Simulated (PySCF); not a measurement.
```json
{"atom": "B", "x (Å)": "3.6795", "y (Å)": "-0.6674", "z (Å)": "0.3340"}
{"atom": "C", "x (Å)": "2.1967", "y (Å)": "-0.5104", "z (Å)": "0.3399"}
{"atom": "C", "x (Å)": "0.9895", "y (Å)": "-0.4015", "z (Å)": "0.3547"}
{"atom": "C", "x (Å)": "-0.4459", "y (Å)": "-0.2473", "z (Å)": "0.3360"}
{"atom": "C", "x (Å)": "-1.0843", "y (Å)": "-1.1737", "z (Å)": "-0.6994"}
{"atom": "C", "x (Å)": "-0.7997", "y (Å)": "1.2534", "z (Å)": "0.0368"}
{"atom": "C", "x (Å)": "-2.2408", "y (Å)": "1.5025", "z (Å)": "0.0866"}
{"atom": "H", "x (Å)": "4.3397", "y (Å)": "0.0331", "z (Å)": "1.0006"}
{"atom": "H", "x (Å)": "4.1708", "y (Å)": "-1.4906", "z (Å)": "-0.3381"}
{"atom": "H", "x (Å)": "-0.8352", "y (Å)": "-0.4904", "z (Å)": "1.3321"}
{"atom": "H", "x (Å)": "-0.7280", "y (Å)": "-0.9280", "z (Å)": "-1.6977"}
{"atom": "H", "x (Å)": "-2.1667", "y (Å)": "-1.0661", "z (Å)": "-0.6776"}
{"atom": "H", "x (Å)": "-0.8275", "y (Å)": "-2.2098", "z (Å)": "-0.4883"}
{"atom": "H", "x (Å)": "-0.2800", "y (Å)": "1.8468", "z (Å)": "0.7969"}
{"atom": "H", "x (Å)": "-0.3926", "y (Å)": "1.5037", "z (Å)": "-0.9442"}
{"atom": "H", "x (Å)": "-2.8245", "y (Å)": "1.5796", "z (Å)": "-0.8096"}
{"atom": "H", "x (Å)": "-2.7577", "y (Å)": "1.4781", "z (Å)": "1.0275"}
```

Geometry: GFN2-xTB.

Computed with UKS B3LYP, pcH-1 on B C H, non-relativistic, mean-field spin-orbit, GIAO in PySCF.

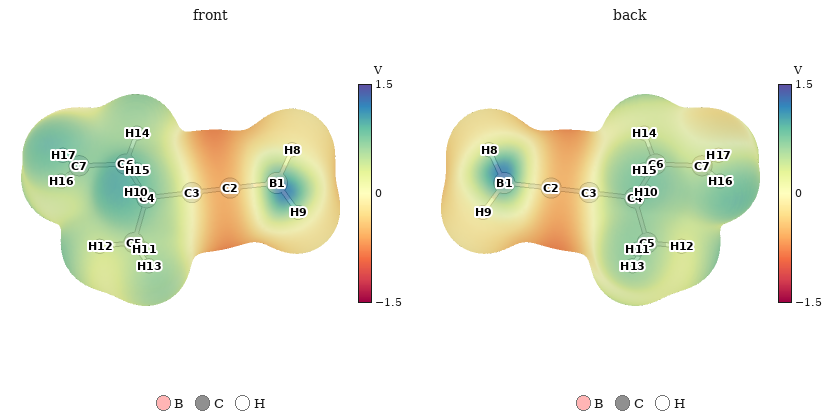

C6H10B (SMILES BC#C[C@H](C)C[CH2]) (doublet). The electrostatic potential painted on the density surface at 0.002 e/bohr³, seen from the front and from behind; the colour scale runs from red (negative) to blue (positive).

**Describe the electrostatic potential map.**

The most negative region (about −0.7 V) lies over C2 and C3, the most positive (about +1.1 V) over B1.
